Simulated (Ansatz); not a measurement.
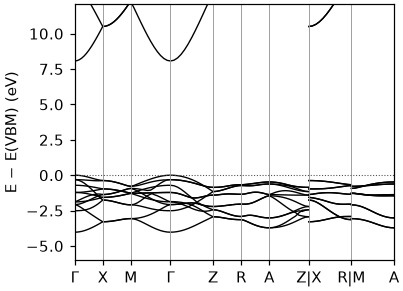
Fig. 1. Band structure from r²SCAN in the plane-wave PAW code Ansatz

Question: Read off the gap and where the band edges lie.

Answer: About 8.1 eV (8.07 eV by a search for the band edges); maximum at Γ, minimum at Γ.

The material is MgF₂ (rutile, space group No. 136).

Space group P4_2/mnm (rutile). The r²SCAN relaxation kept the symmetry of its start.

Potentials: the later of the program's two PAW sets.
